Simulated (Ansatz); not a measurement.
```xyz
11

B     0.0186   -0.3841    0.0358
O    -0.7605   -0.9815    1.0072
H    -1.6805   -1.0395    0.7306
F     1.3233   -0.3646    0.2536
H    -0.4321    0.0059   -1.0126
O    -0.2716    1.7543    1.5025
Si    0.9632    2.6273    2.2320
H     1.9318    1.7185    2.9167
H     1.6388    3.3968    1.1526
H     0.4114    3.5789    3.2456
H    -0.5954    0.9790    2.0127
```

Not at a stationary point (largest force 0.9 eV/Å).

The calculation used Ansatz, RKS PBE0/def2-SVP.

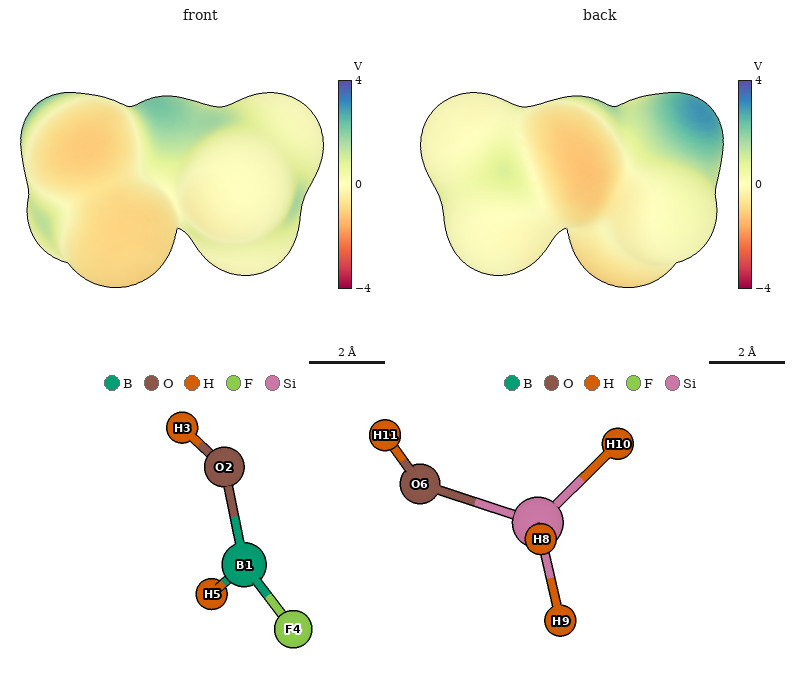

BFH2O···H4OSi. The electrostatic potential painted on the density surface at 0.002 e/bohr³, seen from the front and from behind; red is negative and blue positive. The bare structure is drawn below in the same view.

Q: Describe the electrostatic potential map.

A: The most negative region (about −1.2 V) lies over O6, the most positive (about +2.9 V) over H3. O6 is the likeliest acceptor of a hydrogen bond.
